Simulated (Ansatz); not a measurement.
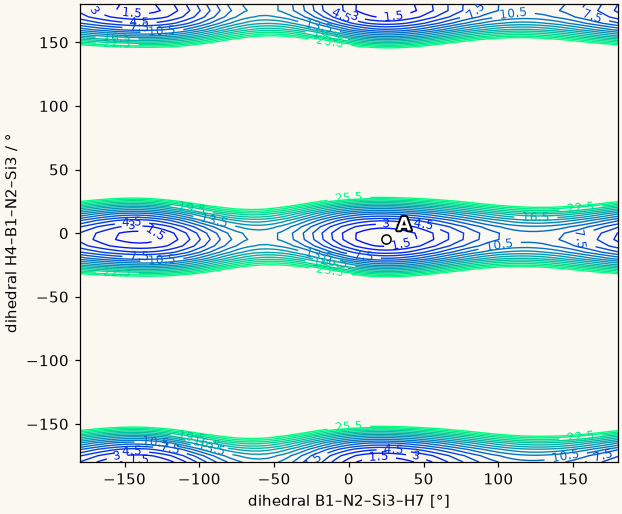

BH₅NSi, SMILES BN[SiH2], spin multiplicity 2. Coordinates scanned: (1) dihedral B1–N2–Si3–H7; (2) dihedral H4–B1–N2–Si3. Nothing is relaxed (all other coordinates rigid). The scan uses an 18 × 18 grid. Energies: kJ/mol, counted from the relaxed molecule at the same level. Method: UKS BHLYP-D4/def2-SVP (Ansatz 0.2.0).

Drawn: contour lines labelled in kJ/mol (none above 25.5), the point A. Between grid points the surface is interpolated.

### What is the easiest way out of the well at A, and how high is the barrier?

The easiest path leads from the well at about dihedral B1–N2–Si3–H7 = 25°, dihedral H4–B1–N2–Si3 = −5° to the well at about dihedral B1–N2–Si3–H7 = −140°, dihedral H4–B1–N2–Si3 = −5°, about 0.74 kJ/mol higher (on a rigid scan; wells that are mirror images or exchange like atoms can differ by this much). Its highest point lies about 9.7 kJ/mol above the bottom of the first well on the interpolated surface, at dihedral B1–N2–Si3–H7 = 120°, dihedral H4–B1–N2–Si3 = 0°. The start is the relaxed structure and all else is held, so a fully relaxed path at this level can only be lower.

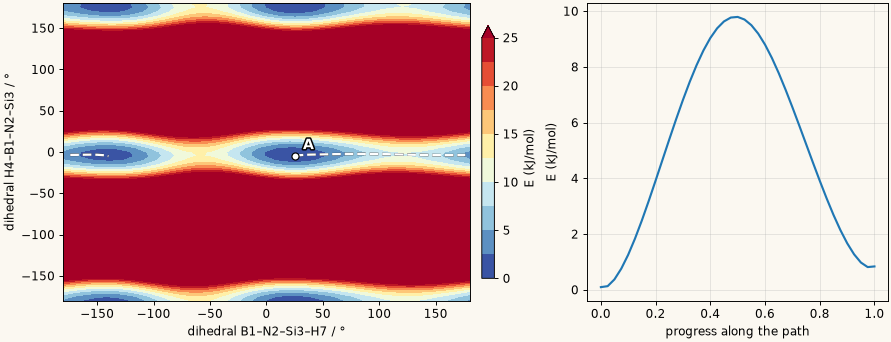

In the figure: filled contours, a line along the lowest path, one colour for all values above the top of the scale, the energy along the path at the right. Between grid points the surface is interpolated.
